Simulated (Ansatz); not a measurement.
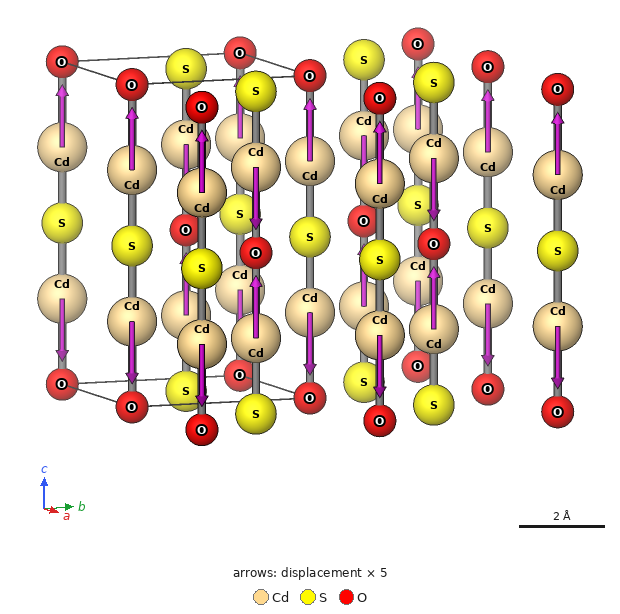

A relaxation of crystalline Cd2SO (a generated structure, set up in I4/mmm) (coarse preliminary run). The starting structure is drawn; purple arrows show the displacements (the part carried along by the change of the cell is left out), 5 times their true length.

Style: ball-and-stick. Shown: the conventional cell (2 times the calculation's cell), repeated 2 × 2 × 1 with one cell outlined, slightly off an axis. Lengths and directions refer to the drawn axes.

Computed with DFT PBE, scalar-relativistic, plane waves, PAW in Ansatz.

Input file:
```yaml
crystal:
  lattice:
    - [-2.26671498, 2.26671498, 3.85519513]
    - [2.26671498, -2.26671498, 3.85519513]
    - [2.26671498, 2.26671498, -3.85519513]
  atoms:
    - { symbol: Cd, position: [0.73496945, 0.73496945, 0.0] }
    - { symbol: Cd, position: [0.26503055, 0.26503055, 0.0] }
    - { symbol: S, position: [0.5, 0.5, 0.0] }
    - { symbol: O, position: [0.0, 0.0, 0.0] }
basis:
  ecutwfc: 420
kpoints:
  mp_grid: { grid: [6, 6, 6] }
hamiltonian:
  xc: pbe
scf:
  occupations: { method: gaussian, width: 0.1 }
  lower_state_search: "off"
output:
  forces: true
  stress: true
  eigenvalues: true
relax:
  adjacent_minimum: "off"
  f_tol: 0.04
  max_steps: 70
  cell: { stress_tol: 0.4 }
```

Command:
```bash
ansatz run input.yaml --threads 1 --pin off --max-ram 2560MiB --backend cpu --events-out ev --progress --plain --runs-dir out
```

### Atoms of which element are displaced furthest, and by how much?

Cadmium: up to 0.30 Å, against 0.00 Å for sulfur.

### Describe the change and its energy.

Over 12 accepted moves (15 points after the start) the energy falls by 1753 meV per atom. Largest force component: 19 eV/Å at the start, 0.0039 eV/Å at the end. Pressure: 44.39 GPa at the start and 0.20 GPa at the end. The SCF was repeated 3 times at an unchanged geometry on a basis and grid sized afresh for the cell, which shifted the energy by 37.7 meV per atom at most. The largest moves relative to the cell, 0.30 Å, are those of Cd1 and Cd2. Cd2 goes along −c. S and O stay in place. The volume changes by +100.1 %, with a = b 4.533 → 6.133 Å (+35.3 %), c 7.710 → 8.430 Å (+9.3 %). Some distances before and after: Cd1–S3 1.812 → 2.284 Å, Cd1–O4 2.043 → 1.931 Å. The space group stays I4/mmm (No. 139). Cost: 53 s on 1 thread of Intel(R) Xeon(R) Gold 6455B (Sapphire Rapids) (shared host), peak memory 0.52 GiB.
